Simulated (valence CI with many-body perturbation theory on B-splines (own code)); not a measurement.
# Levels and ionisation energy of Cr¹⁷⁺

Aim: the low levels of Cr¹⁷⁺, its ionisation energy, and how pure its levels are, set against NIST.

The numbers are computed with an in-house CI+MBPT code version 3 (configuration interaction of the valence electrons, many-body perturbation theory for a frozen closed Dirac-Fock core, no-pair Dirac Hamiltonian, B-spline basis), except any that are marked as measured or tabulated.

### 1 The atom as given

- element: chromium (Z = 24, A = 52)
- charge: +17
- frozen core: [He]
- start configuration of the valence electrons: 2s2 2p3
- nuclear rms radius: 3.6452 fm

### 2 The run

Settings, as recorded:

```ini
atom Cr  Z=24  mass_number=52  rms_radius_fm=3.6452
core [He]
valence 2s2 2p3
avg = 1
basis = M
breit = 1
cap = 40000
capref = 1200
cscale = 1
de = 0.0
dress = 0
eps = 2e-08
h = 0.27
hh = 1
l2 = 3
lcore = 6
maxit = 60
n2 = 5
natural = 1
nlev = 45
nno = [5, 5, 5, 4, 2, 1]
nroot = 26
nsp = [4, 4, 3, 2, 1, 0]
pt2 = 1
qed = 1
rpa = 1
s1 = 1
s2 = 1
s3 = 1
screen = 1
tol = 2e-05
```

Run with:

```sh
$ python run_cv.py task.json out
```

task.json holds these settings.

The program printed:

```text
rmax 4.7 intervals 60 orbitals 63 references ['2s2 2p3', '2s 2p4', '2p5'] scf 5
2J=0 par=0 roots 2 ref 28 generators 4 cand 3355/4621 P 2290/3195 nnz 1.3e+06 it 5
2J=0 par=0 roots 2 ref 28 generators 9 cand 7619/12583 P 3176/4508 nnz 1.9e+06 it 5
   second order: generators 23 cand 22555/39678 e2 -0.00005 -0.00004
2J=2 par=0 roots 2 ref 58 generators 2 cand 3981/11504 P 1328/3999 nnz 2.5e+06 it 5
2J=2 par=0 roots 2 ref 58 generators 8 cand 11618/43747 P 2890/9724 nnz 1.2e+07 it 5
   second order: generators 23 cand 28134/113083 e2 -0.00010 -0.00007
2J=4 par=0 roots 2 ref 64 generators 4 cand 5160/16422 P 1342/3998 nnz 2.7e+06 it 6
2J=4 par=0 roots 2 ref 64 generators 10 cand 12390/57806 P 3416/11447 nnz 1.6e+07 it 6
   second order: generators 28 cand 30545/165817 e2 -0.00008 -0.00008
reference levels 581, estimated 449, window 6384816 1/cm; series limit 8901526, core excitation 44420660
2J=3 par=1 roots 16 ref 87 generators 21 cand 28502/213613 P 2022/7995 nnz 5e+06 it 12
2J=3 par=1 roots 16 ref 87 generators 38 cand 52707/458975 P 7280/39987 nnz 8.5e+07 it 16
   second order: generators 97 cand 123040/1335946 e2 -0.00236 -0.00063
2J=5 par=1 roots 10 ref 72 generators 16 cand 30169/279534 P 1842/7999 nnz 5.7e+06 it 10
2J=5 par=1 roots 10 ref 72 generators 30 cand 48028/476532 P 6375/39990 nnz 9.2e+07 it 10
   second order: generators 69 cand 108206/1384728 e2 -0.00245 -0.00088
2J=1 par=1 roots 10 ref 58 generators 18 cand 24884/119360 P 2721/8000 nnz 4.2e+06 it 10
2J=1 par=1 roots 10 ref 58 generators 33 cand 42783/232608 P 10141/39997 nnz 7.6e+07 it 9
   second order: generators 91 cand 112146/734527 e2 -0.00051 -0.00015
2J=5 par=0 roots 15 ref 79 generators 22 cand 29949/260015 P 1962/8000 nnz 5.7e+06 it 9
2J=5 par=0 roots 15 ref 79 generators 40 cand 57949/719115 P 6404/39999 nnz 8.6e+07 it 10
   second order: generators 114 cand 150819/2151390 e2 -0.01005 -0.00269
2J=3 par=0 roots 17 ref 86 generators 22 cand 29286/215701 P 1902/7996 nnz 5.7e+06 it 8
2J=3 par=0 roots 17 ref 86 generators 45 cand 69249/700955 P 6815/40000 nnz 8.2e+07 it 10
   second order: generators 124 cand 157681/1819529 e2 -0.00909 -0.00149
2J=1 par=0 roots 13 ref 59 generators 23 cand 26310/121769 P 2802/7999 nnz 4.5e+06 it 10
2J=1 par=0 roots 13 ref 59 generators 39 cand 51360/309577 P 9952/39998 nnz 7e+07 it 11
   second order: generators 113 cand 140609/970369 e2 -0.00289 -0.00031
2J=7 par=1 roots 4 ref 44 generators 11 cand 23222/224242 P 1807/7994 nnz 5.7e+06 it 8
2J=7 par=1 roots 4 ref 44 generators 16 cand 33939/372448 P 5850/40000 nnz 9.6e+07 it 9
   second order: generators 41 cand 77747/1150644 e2 -0.00459 -0.00142
2J=7 par=0 roots 7 ref 46 generators 12 cand 24040/226836 P 1836/7999 nnz 5.6e+06 it 8
2J=7 par=0 roots 7 ref 46 generators 21 cand 45875/625568 P 5780/39998 nnz 9.7e+07 it 11
   second order: generators 69 cand 119626/1950344 e2 -0.00608 -0.00230
2J=9 par=0 roots 3 ref 22 generators 5 cand 13553/126103 P 1819/7988 nnz 6.1e+06 it 8
2J=9 par=0 roots 3 ref 22 generators 10 cand 26235/315697 P 5501/40000 nnz 1.2e+08 it 8
   second order: generators 36 cand 78271/1318265 e2 -0.00081 -0.00064
2J=9 par=1 roots 1 ref 17 generators 3 cand 8650/81584 P 1450/7996 nnz 8e+06 it 4
2J=9 par=1 roots 1 ref 17 generators 4 cand 13218/177458 P 4142/33529 nnz 1.1e+08 it 5
   second order: generators 13 cand 34146/497146 e2 -0.00020 -0.00020
left out: unestimated 8073079, estimated 6730841, shifts from estimates -300 to 477
```

Run time: 4.2 min. Hardware: 1 thread of Arm Neoverse V2, shared host; peak memory 1.3 GiB.

In the log, the blocks before «reference levels» are the next ion; each later block is one J and parity (par 1 is odd): roots sought, reference size, generators, candidates and the variational space P (configurations/state functions), Hamiltonian entries, Davidson iterations; e2 is the second-order remainder in hartree. Σ1, Σ2 and Σ3 are the one-, two- and three-electron terms by which the core's correlation enters. In the settings nsp and nno count spectroscopic and correlating orbitals by l, and s1, s2, s3 switch or scale the Σ terms.

### 3 Energy levels

Levels from the run's result record, above the lowest; ° marks odd parity; each level is named by its leading configuration and LS term. The first 32 of 89 are listed.

```
 #               level  configuration weight  term weight  energy (eV)      g  lifetime (s)
 0     2s2 2p3 ⁴S° 3/2                  1.00         0.93         0.00  1.948             -
 1     2s2 2p3 ²D° 3/2                  0.99         0.79        15.67  0.935      1.73e-04
 2     2s2 2p3 ²D° 5/2                  1.00         1.00        18.74  1.197      2.22e-03
 3     2s2 2p3 ²P° 1/2                  0.98         1.00        28.11  0.662      6.38e-05
 4     2s2 2p3 ²P° 3/2                  0.98         0.77        32.86  1.244      2.77e-05
 5       2s 2p4 ⁴P 5/2                  1.00         0.98        82.77  1.590      9.30e-11
 6       2s 2p4 ⁴P 3/2                  1.00         0.99        88.60  1.725      7.44e-11
 7       2s 2p4 ⁴P 1/2                  1.00         0.97        90.79  2.647      6.70e-11
 8       2s 2p4 ²D 3/2                  1.00         0.96       114.48  0.820      2.90e-11
 9       2s 2p4 ²D 5/2                  1.00         0.98       115.53  1.205      3.41e-11
10       2s 2p4 ²S 1/2                  1.00         0.78       131.78  1.749      1.54e-11
11       2s 2p4 ²P 3/2                  1.00         0.97       136.91  1.314      9.04e-12
12       2s 2p4 ²P 1/2                  1.00         0.80       145.21  0.933      9.69e-12
13         2p5 ²P° 3/2                  0.98         1.00       215.66  1.331      1.25e-11
14         2p5 ²P° 1/2                  0.98         1.00       224.94  0.662      1.16e-11
15   2s2 2p2 3s ⁴P 1/2                  0.98         0.84       732.48  2.426      1.00e-12
16   2s2 2p2 3s ⁴P 3/2                  0.98         0.95       737.73  1.712      1.13e-12
17   2s2 2p2 3s ²P 1/2                  0.98         0.87       741.27  0.916      4.25e-13
18   2s2 2p2 3s ⁴P 5/2                  0.98         0.87       741.80  1.545      1.09e-12
19   2s2 2p2 3s ²P 3/2                  0.98         0.74       745.63  1.214      4.35e-13
20  2s2 2p2 3p ⁴D° 1/2                  0.97         0.51       754.89  0.819      7.60e-11
21   2s2 2p2 3s ²D 5/2                  0.97         0.87       755.60  1.251      6.75e-13
22   2s2 2p2 3s ²D 3/2                  0.98         0.76       756.41  0.933      5.73e-13
23  2s2 2p2 3p ⁴D° 3/2                  0.97         0.70       758.76  1.304      5.48e-11
24  2s2 2p2 3p ²S° 1/2                  0.97         0.46       759.61  1.297      1.05e-10
25  2s2 2p2 3p ⁴P° 3/2                  0.97         0.39       763.05  1.344      2.89e-11
26  2s2 2p2 3p ⁴D° 5/2                  0.97         0.87       763.37  1.387      1.00e-10
27  2s2 2p2 3p ⁴P° 1/2                  0.97         0.73       764.67  2.364      2.81e-11
28  2s2 2p2 3p ⁴P° 5/2                  0.97         0.51       765.77  1.396      3.39e-11
29  2s2 2p2 3p ²D° 3/2                  0.97         0.67       766.91  1.109      2.90e-11
30  2s2 2p2 3p ⁴D° 7/2                  0.97         0.89       767.33  1.394      1.46e-10
31   2s2 2p2 3s ²S 1/2                  0.95         0.93       770.24  1.990      6.80e-13
```

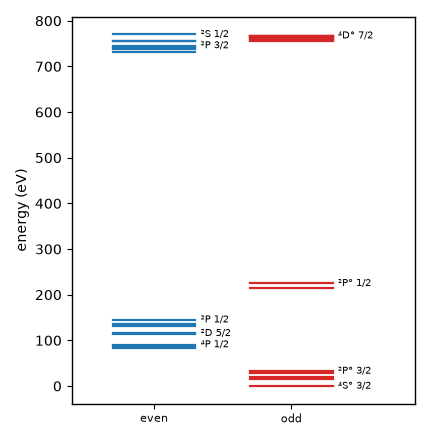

Level scheme by parity; where levels crowd, only one is labelled.

### 4 What each term adds

The same run repeats the diagonalisation with simpler Hamiltonians; each column adds a term to the one before, and the last is the full result. Excitation energies in eV:

| level | valence CI alone | + Σ1 | + Σ2 | + Σ3 | + Breit | full, with QED |
| --- | --- | --- | --- | --- | --- | --- |
| 2s2 2p3 ²D° 3/2 | 15.54 | 15.54 | 15.59 | 15.55 | 15.68 | 15.67 |
| 2s2 2p3 ²D° 5/2 | 19.01 | 19.02 | 19.07 | 19.02 | 18.73 | 18.74 |
| 2s2 2p3 ²P° 1/2 | 28.05 | 28.05 | 28.16 | 28.10 | 28.11 | 28.11 |
| 2s2 2p3 ²P° 3/2 | 33.07 | 33.09 | 33.18 | 33.12 | 32.84 | 32.86 |
| 2s 2p4 ⁴P 5/2 | 83.31 | 83.15 | 83.07 | 83.03 | 83.07 | 82.77 |
| 2s 2p4 ⁴P 3/2 | 89.13 | 88.99 | 88.91 | 88.86 | 88.89 | 88.60 |
| 2s 2p4 ⁴P 1/2 | 91.35 | 91.21 | 91.14 | 91.09 | 91.08 | 90.79 |
| 2s 2p4 ²D 3/2 | 115.13 | 114.98 | 114.85 | 114.73 | 114.79 | 114.48 |
| ionisation energy (eV) | 1293.99 | 1294.24 | 1294.28 | 1294.18 | 1293.96 | 1293.96 |

### 5 Lines

Listed are the E1 lines of largest gf, the fastest ones to the lowest level and a few forbidden lines. Rates are at computed energies, electric ones in the length gauge, E1 and E2 with static core polarisation; wavelengths are in vacuum.

```tsv
upper	lower	type	λ (nm)	A (1/s)	branching
73: 2s 2p3 3p ⁴P 3/2	0: 2s2 2p3 ⁴S° 3/2	E1	1.520	3.02e+12	0.99
59: 2s2 2p2 3d ⁴P 1/2	0: 2s2 2p3 ⁴S° 3/2	E1	1.548	1.51e+13	0.98
58: 2s2 2p2 3d ⁴P 3/2	0: 2s2 2p3 ⁴S° 3/2	E1	1.550	1.40e+13	0.97
56: 2s2 2p2 3d ⁴P 5/2	0: 2s2 2p3 ⁴S° 3/2	E1	1.552	9.74e+12	0.91
69: 2s2 2p2 3d ²D 5/2	1: 2s2 2p3 ²D° 3/2	E1	1.556	6.81e+12	0.46
68: 2s2 2p2 3d ²D 3/2	1: 2s2 2p3 ²D° 3/2	E1	1.557	7.83e+12	0.64
70: 2s2 2p2 3d ²F 7/2	2: 2s2 2p3 ²D° 5/2	E1	1.558	1.80e+13	1.00
69: 2s2 2p2 3d ²D 5/2	2: 2s2 2p3 ²D° 5/2	E1	1.562	7.16e+12	0.48
62: 2s2 2p2 3d ²D 5/2	1: 2s2 2p3 ²D° 3/2	E1	1.570	9.99e+12	0.68
79: 2s2 2p2 3d ²P 3/2	4: 2s2 2p3 ²P° 3/2	E1	1.580	9.61e+12	0.80
75: 2s2 2p2 3d ²D 5/2	4: 2s2 2p3 ²P° 3/2	E1	1.581	1.08e+13	0.78
60: 2s2 2p2 3d ²F 7/2	2: 2s2 2p3 ²D° 5/2	E1	1.583	3.61e+12	1.00
4: 2s2 2p3 ²P° 3/2	2: 2s2 2p3 ²D° 5/2	M1	87.83	4.85e+03	0.13
3: 2s2 2p3 ²P° 1/2	1: 2s2 2p3 ²D° 3/2	M1	99.72	3.16e+03	0.20
4: 2s2 2p3 ²P° 3/2	3: 2s2 2p3 ²P° 1/2	M1	260.8	3.89e+02	0.01
2: 2s2 2p3 ²D° 5/2	1: 2s2 2p3 ²D° 3/2	M1	404.0	1.30e+02	0.29
```

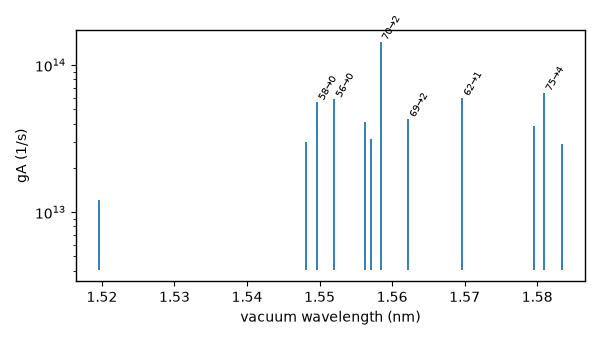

The listed E1 lines; labels, where there is room, give the numbers of the upper and lower level.

### 6 What came out

| quantity | computed | tabulated |
| --- | --- | --- |
| lowest level | 2s2 2p3 ⁴S° 3/2 | 2s2 2p3 ⁴S°3/2 |
| first excitation | 2s2 2p3 ²D° 3/2, 15.67 eV | - |
| ionisation energy, to 2s2 2p2 ³P J = 0 | 1294.0 eV | 1294.8 ± 1.6 eV (semi-empirical) |
| dipole polarisability of the lowest level | 0.01503 bohr³ | - |
| hyperfine A/(μ/I) of the lowest level | 2313 MHz | - |
| no level missing from the run's list below | 834.47 eV | - |

**Reading.** The ionisation energy is 0.8 eV (0.06 %) below the NIST entry, whose uncertainty is 1.6 eV. Of the added terms Σ1 moves the ionisation energy most, by +0.257 eV. The lowest level is 100 % 2s2 2p3. Cautions: intervals between levels of different J carry noise of about a tenth of the second-order remainder, tens of cm⁻¹ or more; by estimate levels hold to under 0.1 % in light ions and to 0.1 to 0.5 % in heavy ones.
